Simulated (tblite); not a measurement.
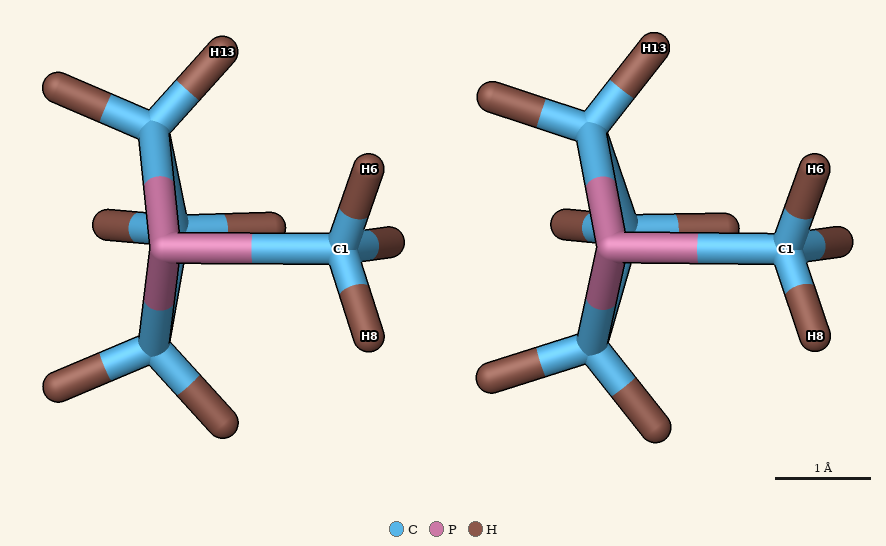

Two geometries of C$_{4}$H$_{9}$P, drawn at one scale. One is the start of a relaxation, the other its converged end. The picture is a stick view, seen from a free direction.

Theory: GFN2-xTB geometry optimisation, gas phase in tblite. 

> Which of the two is the end point?

The left one is the relaxed one. The atom that moves furthest after the best rigid fit is an H atom (0.17 Å). By element the largest moves are H 0.17 Å, P 0.08 Å, C 0.08 Å. Among the contacts that change: C–P 1.818 → 1.881 Å, C–C 1.567 → 1.535 Å, C–P 1.836 → 1.855 Å, C–H 1.100 → 1.088 Å. Bond angles that change, for instance: C–P–C 102.7° → 98.4°, C–P–C 102.2° → 98.4°, C–C–C 94.2° → 97.0°. The energy falls by 4.43 kcal/mol in 41 geometry steps.
